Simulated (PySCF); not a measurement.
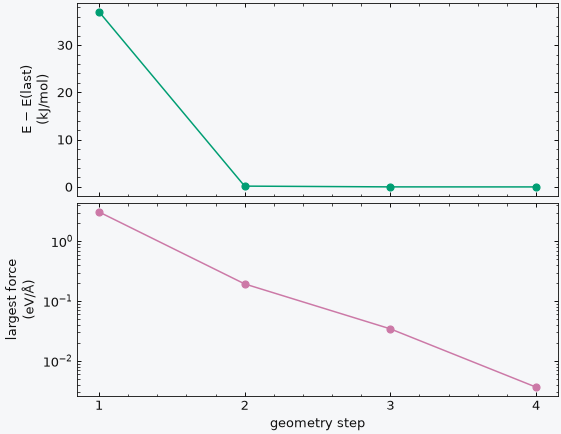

History of a geometry optimisation.

- system: [FeO4]- (SMILES [O]=[Fe-](=[O])(=[O])=[O]) (charge −1), multiplicity 2
- method: PBE0-D3(BJ)/def2-SVP, geometry optimisation (PySCF)

Q: How did the optimisation end?

A: The optimisation met its thresholds at geometry 4, counting the start as the first. The energy fell by about 37 kJ/mol from the first step to the last. The largest force goes from about 3.1 eV/Å at the start to 4 × 10⁻³ eV/Å at the end.
